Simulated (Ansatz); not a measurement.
**Geometry relaxation of C₁₉H₃₃ClOSi (part 3 of 3)**

Continued. System: C₁₉H₃₃ClOSi, SMILES C[Si](C)(Cl)CCCCCCCCCCCOc1ccccc1. Method: RKS PBE-D4/def2-SVP (Ansatz 0.2.0). The geometry: GFN2-xTB start.

**Trajectory as extended XYZ, continued**
```
55
Properties=species:S:1:pos:R:3:forces:R:3 step=8 energy=-42631.79401
C    -7.5477    1.9690    0.7126   -0.0237   0.0010  -0.0004
Si   -5.8432    1.8086   -0.0679    0.0037   0.0070   0.0162
C    -5.6616    2.9362   -1.5645   -0.0043   0.0114  -0.0280
Cl   -4.4253    2.4428    1.3657   -0.0015   0.0000  -0.0033
C    -5.4278    0.0113   -0.4777    0.0010   0.0023   0.0069
C    -4.0130   -0.2112   -1.0314   -0.0053  -0.0002   0.0010
C    -3.6746   -1.6843   -1.2843    0.0125  -0.0032  -0.0065
C    -2.2885   -1.9164   -1.9053    0.0008  -0.0015   0.0008
C    -1.0928   -1.3978   -1.0903   -0.0068  -0.0016  -0.0050
C    -0.9560   -2.0218    0.3032    0.0031   0.0034   0.0020
C     0.2586   -1.5339    1.1054   -0.0054  -0.0017   0.0024
C     1.6184   -1.9122    0.5044    0.0040  -0.0068   0.0037
C     2.8253   -1.5698    1.3864   -0.0004  -0.0003  -0.0010
C     3.0263   -0.0708    1.6343   -0.0253   0.0028  -0.0046
C     4.2798    0.2411    2.4496    0.0677  -0.0178  -0.0168
O     5.4784   -0.2614    1.8544   -0.0204   0.0225  -0.0032
C     6.0634    0.4200    0.8281    0.0220   0.0005  -0.0072
C     7.2043   -0.1919    0.2621   -0.0027   0.0105  -0.0057
C     7.8970    0.4319   -0.7803   -0.0123  -0.0268   0.0039
C     7.4682    1.6737   -1.2827   -0.0105   0.0114   0.0105
C     6.3355    2.2789   -0.7211   -0.0020  -0.0075   0.0083
C     5.6279    1.6652    0.3272   -0.0013   0.0034  -0.0080
H    -7.6328    1.3397    1.6213    0.0085  -0.0021  -0.0062
H    -8.3338    1.6494   -0.0038    0.0068  -0.0018   0.0032
H    -7.7552    3.0190    1.0030    0.0096  -0.0053  -0.0048
H    -6.3758    2.6409   -2.3625    0.0083  -0.0005   0.0148
H    -5.8663    3.9918   -1.2931    0.0035  -0.0151   0.0038
H    -4.6364    2.8840   -1.9836   -0.0104  -0.0013   0.0111
H    -6.1935   -0.3599   -1.1976   -0.0026   0.0035  -0.0038
H    -5.5741   -0.5865    0.4502    0.0007   0.0079  -0.0022
H    -3.2794    0.2277   -0.3212    0.0012   0.0011   0.0035
H    -3.8856    0.3572   -1.9806   -0.0002   0.0028  -0.0034
H    -3.7647   -2.2455   -0.3275   -0.0003  -0.0008   0.0025
H    -4.4456   -2.1239   -1.9554    0.0025   0.0029  -0.0001
H    -2.2642   -1.4430   -2.9121   -0.0005   0.0000  -0.0012
H    -2.1553   -3.0066   -2.0828    0.0005  -0.0042  -0.0016
H    -1.1536   -0.2910   -0.9868    0.0011   0.0024  -0.0008
H    -0.1677   -1.5874   -1.6757   -0.0021  -0.0032   0.0006
H    -1.8742   -1.8110    0.8929   -0.0029  -0.0015  -0.0003
H    -0.9104   -3.1309    0.2035    0.0035  -0.0033  -0.0001
H     0.1989   -1.9498    2.1362    0.0008   0.0018  -0.0006
H     0.1892   -0.4292    1.2235   -0.0013   0.0020  -0.0024
H     1.6251   -3.0060    0.3000   -0.0013  -0.0024  -0.0029
H     1.7468   -1.4217   -0.4859    0.0008   0.0044  -0.0037
H     3.7481   -1.9735    0.9193    0.0003  -0.0006   0.0047
H     2.7291   -2.0915    2.3663   -0.0038   0.0024   0.0027
H     3.0655    0.4657    0.6608    0.0040  -0.0056   0.0006
H     2.1600    0.3570    2.1848    0.0043   0.0003  -0.0042
H     4.2282   -0.2693    3.4335   -0.0081   0.0016   0.0054
H     4.3746    1.3320    2.6480   -0.0099   0.0064   0.0082
H     7.5263   -1.1613    0.6696    0.0034  -0.0033  -0.0001
H     8.7840   -0.0603   -1.2090   -0.0036   0.0044   0.0088
H     8.0133    2.1622   -2.1044   -0.0112  -0.0061   0.0117
H     5.9845    3.2504   -1.1023   -0.0022   0.0031  -0.0015
H     4.7423    2.1644    0.7433    0.0077   0.0013  -0.0076
55
Properties=species:S:1:pos:R:3:forces:R:3 step=9 energy=-42631.79454
C    -7.5336    1.9613    0.7247   -0.0049   0.0016  -0.0025
Si   -5.8327    1.8074   -0.0659   -0.0005  -0.0002   0.0055
C    -5.6618    2.9415   -1.5596   -0.0032   0.0034  -0.0132
Cl   -4.4053    2.4352    1.3615   -0.0094   0.0010  -0.0062
C    -5.4186    0.0119   -0.4866    0.0039   0.0085   0.0048
C    -4.0037   -0.2093   -1.0414   -0.0066  -0.0056   0.0016
C    -3.6654   -1.6821   -1.2980    0.0095   0.0004  -0.0059
C    -2.2774   -1.9139   -1.9153   -0.0001   0.0015   0.0027
C    -1.0841   -1.3973   -1.0953   -0.0049  -0.0044  -0.0017
C    -0.9528   -2.0230    0.2982    0.0038   0.0067   0.0005
C     0.2568   -1.5328    1.1072   -0.0043  -0.0042  -0.0012
C     1.6206   -1.9099    0.5140    0.0010  -0.0039   0.0060
C     2.8220   -1.5651    1.4028   -0.0004   0.0022  -0.0023
C     3.0226   -0.0650    1.6454   -0.0117  -0.0019  -0.0014
C     4.2765    0.2500    2.4604    0.0305  -0.0073  -0.0088
O     5.4750   -0.2524    1.8670   -0.0013   0.0194  -0.0119
C     6.0540    0.4222    0.8326    0.0056  -0.0126  -0.0167
C     7.1882   -0.1963    0.2602    0.0008   0.0065  -0.0049
C     7.8728    0.4189   -0.7926    0.0058  -0.0043   0.0225
C     7.4439    1.6600   -1.2972   -0.0129   0.0021   0.0003
C     6.3171    2.2710   -0.7300   -0.0036  -0.0076   0.0070
C     5.6163    1.6647    0.3272    0.0043   0.0119  -0.0038
H    -7.6109    1.3278    1.6314    0.0033   0.0012  -0.0078
H    -8.3227    1.6427    0.0110    0.0086   0.0001   0.0076
H    -7.7405    3.0099    1.0202    0.0043  -0.0076  -0.0031
H    -6.3818    2.6489   -2.3534    0.0121   0.0027   0.0168
H    -5.8647    3.9957   -1.2812    0.0050  -0.0147  -0.0023
H    -4.6391    2.8903   -1.9850   -0.0137   0.0028   0.0084
H    -6.1850   -0.3538   -1.2088   -0.0001   0.0015   0.0007
H    -5.5657   -0.5904    0.4383    0.0004   0.0046  -0.0042
H    -3.2703    0.2274   -0.3296    0.0009   0.0007   0.0012
H    -3.8763    0.3619   -1.9889    0.0007   0.0015  -0.0008
H    -3.7588   -2.2459   -0.3429   -0.0003   0.0004  -0.0011
H    -4.4347   -2.1192   -1.9728    0.0032   0.0035   0.0020
H    -2.2494   -1.4386   -2.9212   -0.0010  -0.0014   0.0018
H    -2.1445   -3.0041   -2.0944    0.0002  -0.0004  -0.0008
H    -1.1444   -0.2906   -0.9907    0.0008  -0.0010  -0.0016
H    -0.1570   -1.5872   -1.6776   -0.0035  -0.0016   0.0021
H    -1.8745   -1.8151    0.8838    0.0004  -0.0018  -0.0025
H    -0.9037   -3.1320    0.1975    0.0023   0.0006   0.0006
H     0.1918   -1.9482    2.1380    0.0014   0.0026  -0.0032
H     0.1852   -0.4280    1.2240   -0.0009  -0.0016  -0.0021
H     1.6296   -3.0039    0.3101   -0.0012   0.0006  -0.0010
H     1.7542   -1.4194   -0.4757    0.0002   0.0009  -0.0006
H     3.7475   -1.9714    0.9432   -0.0016   0.0004   0.0052
H     2.7190   -2.0827    2.3844   -0.0027   0.0026  -0.0006
H     3.0633    0.4673    0.6696    0.0026  -0.0051   0.0030
H     2.1559    0.3651    2.1933    0.0052   0.0006  -0.0042
H     4.2244   -0.2575    3.4459   -0.0043   0.0018   0.0012
H     4.3691    1.3418    2.6564   -0.0067   0.0020   0.0056
H     7.5116   -1.1639    0.6712    0.0011  -0.0001  -0.0026
H     8.7576   -0.0758   -1.2233   -0.0143  -0.0004   0.0032
H     7.9836    2.1427   -2.1260   -0.0135  -0.0080   0.0172
H     5.9654    3.2412   -1.1141   -0.0013   0.0002   0.0011
H     4.7352    2.1683    0.7479    0.0111  -0.0008  -0.0095
55
Properties=species:S:1:pos:R:3:forces:R:3 step=11 energy=-42631.79545
C    -7.4974    1.9363    0.7534    0.0215   0.0018   0.0024
Si   -5.8036    1.8063   -0.0572    0.0019  -0.0086  -0.0134
C    -5.6581    2.9555   -1.5420   -0.0004  -0.0087   0.0154
Cl   -4.3632    2.4295    1.3585   -0.0102   0.0029   0.0003
C    -5.3855    0.0174   -0.5006   -0.0011   0.0065  -0.0013
C    -3.9724   -0.2012   -1.0607   -0.0023  -0.0036   0.0000
C    -3.6404   -1.6730   -1.3331   -0.0025   0.0019   0.0018
C    -2.2505   -1.9089   -1.9439    0.0003   0.0004  -0.0010
C    -1.0602   -1.4017   -1.1140    0.0017  -0.0009   0.0033
C    -0.9477   -2.0243    0.2826    0.0005   0.0029   0.0008
C     0.2483   -1.5290    1.1081    0.0023  -0.0033  -0.0024
C     1.6220   -1.9146    0.5432   -0.0031   0.0041   0.0013
C     2.8072   -1.5581    1.4492    0.0016  -0.0026   0.0025
C     3.0101   -0.0542    1.6654    0.0111  -0.0024   0.0028
C     4.2629    0.2730    2.4792   -0.0357   0.0084   0.0066
O     5.4618   -0.2292    1.8908    0.0164  -0.0020  -0.0165
C     6.0266    0.4278    0.8373    0.0047   0.0015   0.0136
C     7.1487   -0.2036    0.2563   -0.0045  -0.0077  -0.0088
C     7.8183    0.3944   -0.8153    0.0032   0.0110   0.0069
C     7.3862    1.6308   -1.3288   -0.0049  -0.0096  -0.0109
C     6.2721    2.2552   -0.7520    0.0066   0.0063   0.0091
C     5.5872    1.6669    0.3250   -0.0012   0.0002  -0.0072
H    -7.5551    1.2936    1.6549   -0.0039   0.0040  -0.0036
H    -8.2908    1.6147    0.0465    0.0018   0.0002   0.0016
H    -7.7105    2.9801    1.0603   -0.0045  -0.0026   0.0017
H    -6.3861    2.6652   -2.3285    0.0018   0.0020   0.0004
H    -5.8637    4.0050   -1.2501    0.0013   0.0010  -0.0045
H    -4.6405    2.9141   -1.9793   -0.0026   0.0031  -0.0007
H    -6.1543   -0.3383   -1.2254    0.0018  -0.0027   0.0031
H    -5.5319   -0.5953    0.4173    0.0004  -0.0012  -0.0016
H    -3.2366    0.2254   -0.3450   -0.0009  -0.0004  -0.0019
H    -3.8447    0.3801   -2.0022    0.0014  -0.0004   0.0032
H    -3.7433   -2.2464   -0.3846   -0.0002   0.0012  -0.0044
H    -4.4086   -2.0977   -2.0168    0.0017   0.0017   0.0019
H    -2.2139   -1.4294   -2.9475    0.0002  -0.0010   0.0026
H    -2.1226   -2.9990   -2.1269   -0.0001   0.0026  -0.0003
H    -1.1122   -0.2941   -1.0124    0.0006  -0.0019  -0.0008
H    -0.1291   -1.6008   -1.6867   -0.0021   0.0006   0.0012
H    -1.8786   -1.8172    0.8539    0.0050  -0.0004  -0.0028
H    -0.8944   -3.1334    0.1856   -0.0020   0.0023   0.0005
H     0.1648   -1.9340    2.1417   -0.0004   0.0016  -0.0049
H     0.1768   -0.4230    1.2126    0.0011  -0.0029   0.0002
H     1.6334   -3.0109    0.3525   -0.0002   0.0025   0.0031
H     1.7735   -1.4357   -0.4500   -0.0009  -0.0050   0.0052
H     3.7402   -1.9775    1.0169   -0.0078   0.0043   0.0033
H     2.6813   -2.0552    2.4389    0.0013   0.0030  -0.0084
H     3.0586    0.4588    0.6797   -0.0007  -0.0002   0.0037
H     2.1421    0.3895    2.1999    0.0004  -0.0010  -0.0024
H     4.2105   -0.2254    3.4695    0.0045   0.0002  -0.0040
H     4.3482    1.3672    2.6673    0.0036  -0.0055  -0.0033
H     7.4731   -1.1682    0.6736    0.0003   0.0043  -0.0007
H     8.6920   -0.1108   -1.2557   -0.0046  -0.0009   0.0027
H     7.9127    2.0988   -2.1738   -0.0030  -0.0014   0.0081
H     5.9200    3.2229   -1.1422   -0.0022  -0.0042   0.0004
H     4.7173    2.1815    0.7549    0.0027  -0.0018  -0.0041
55
Properties=species:S:1:pos:R:3:forces:R:3 step=12 energy=-42631.79565
C    -7.4795    1.9261    0.7646    0.0054  -0.0020   0.0006
Si   -5.7894    1.8040   -0.0535   -0.0118   0.0031  -0.0013
C    -5.6535    2.9600   -1.5335    0.0059  -0.0051   0.0095
Cl   -4.3513    2.4296    1.3627    0.0053  -0.0028  -0.0012
C    -5.3700    0.0181   -0.5051    0.0004   0.0025   0.0022
C    -3.9578   -0.1984   -1.0674    0.0011  -0.0011  -0.0012
C    -3.6288   -1.6690   -1.3489   -0.0018   0.0009   0.0040
C    -2.2376   -1.9050   -1.9561    0.0015  -0.0035  -0.0045
C    -1.0493   -1.4022   -1.1208    0.0008   0.0013   0.0025
C    -0.9473   -2.0226    0.2775   -0.0015   0.0004   0.0012
C     0.2441   -1.5280    1.1096    0.0048  -0.0023   0.0002
C     1.6206   -1.9206    0.5571   -0.0025   0.0033  -0.0023
C     2.8002   -1.5565    1.4672    0.0022  -0.0051   0.0033
C     3.0018   -0.0509    1.6717    0.0083   0.0001   0.0012
C     4.2532    0.2833    2.4843   -0.0206   0.0075   0.0070
O     5.4535   -0.2191    1.8980    0.0103  -0.0034  -0.0071
C     6.0143    0.4316    0.8386   -0.0113  -0.0065   0.0041
C     7.1307   -0.2061    0.2539    0.0001   0.0013  -0.0048
C     7.7952    0.3850   -0.8246    0.0073   0.0102   0.0113
C     7.3629    1.6197   -1.3417    0.0007  -0.0018  -0.0056
C     6.2544    2.2503   -0.7610   -0.0031  -0.0033  -0.0014
C     5.5739    1.6684    0.3219    0.0066   0.0019  -0.0001
H    -7.5315    1.2803    1.6641   -0.0008   0.0015   0.0000
H    -8.2751    1.6038    0.0608   -0.0039  -0.0010  -0.0034
H    -7.6959    2.9678    1.0762   -0.0007   0.0011   0.0010
H    -6.3837    2.6713   -2.3181   -0.0041  -0.0022  -0.0055
H    -5.8605    4.0078   -1.2370   -0.0013   0.0040   0.0018
H    -4.6379    2.9241   -1.9757    0.0037   0.0001  -0.0029
H    -6.1396   -0.3355   -1.2302    0.0005   0.0010   0.0002
H    -5.5153   -0.5990    0.4100    0.0009   0.0004   0.0007
H    -3.2211    0.2227   -0.3495   -0.0007  -0.0011  -0.0008
H    -3.8294    0.3888   -2.0052    0.0004  -0.0009   0.0022
H    -3.7367   -2.2485   -0.4047    0.0004   0.0013  -0.0029
H    -4.3961   -2.0870   -2.0377    0.0016   0.0010   0.0001
H    -2.1968   -1.4227   -2.9581    0.0006   0.0004   0.0004
H    -2.1112   -2.9948   -2.1421    0.0007   0.0003  -0.0005
H    -1.0971   -0.2943   -1.0214    0.0004   0.0004   0.0006
H    -0.1161   -1.6060   -1.6882   -0.0012   0.0000  -0.0002
H    -1.8813   -1.8121    0.8422    0.0028   0.0005  -0.0010
H    -0.8962   -3.1320    0.1832   -0.0016  -0.0001  -0.0003
H     0.1516   -1.9278    2.1444   -0.0009   0.0009  -0.0036
H     0.1754   -0.4213    1.2084    0.0009  -0.0007   0.0006
H     1.6319   -3.0187    0.3769   -0.0005   0.0023   0.0027
H     1.7789   -1.4514   -0.4397   -0.0009  -0.0041   0.0060
H     3.7357   -1.9796    1.0442   -0.0063   0.0039   0.0012
H     2.6682   -2.0452    2.4602    0.0015   0.0030  -0.0068
H     3.0518    0.4544    0.6822   -0.0006   0.0001   0.0015
H     2.1327    0.3967    2.2010   -0.0011  -0.0012  -0.0006
H     4.2026   -0.2106    3.4769    0.0022   0.0001  -0.0020
H     4.3361    1.3785    2.6672    0.0028  -0.0038  -0.0037
H     7.4557   -1.1690    0.6743    0.0003   0.0007   0.0006
H     8.6660   -0.1237   -1.2663   -0.0026  -0.0044  -0.0042
H     7.8858    2.0826   -2.1915    0.0012   0.0009   0.0000
H     5.9014    3.2161   -1.1548    0.0000   0.0000   0.0007
H     4.7072    2.1868    0.7534   -0.0016   0.0002   0.0010
```

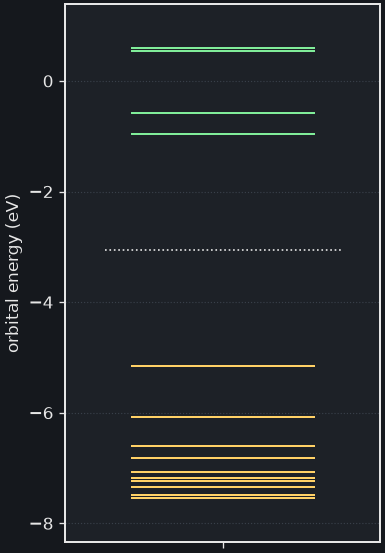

*Orbital energies near the frontier; the dotted line parts filled from empty levels, and levels within 0.02 eV of each other stand side by side.*

Highest filled −5.16 eV, lowest empty −0.95 eV, 4.21 eV apart.

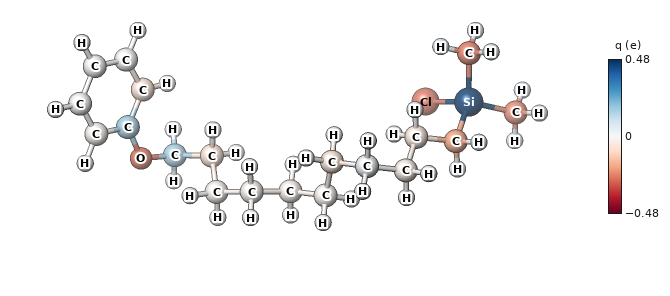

*Mulliken charges, as the colour of each atom (ball-and-stick view, seen at a tilt).*

By element: C −0.25 to +0.17, Si +0.46, Cl −0.28, O −0.28 and H −0.01 to +0.07 e.
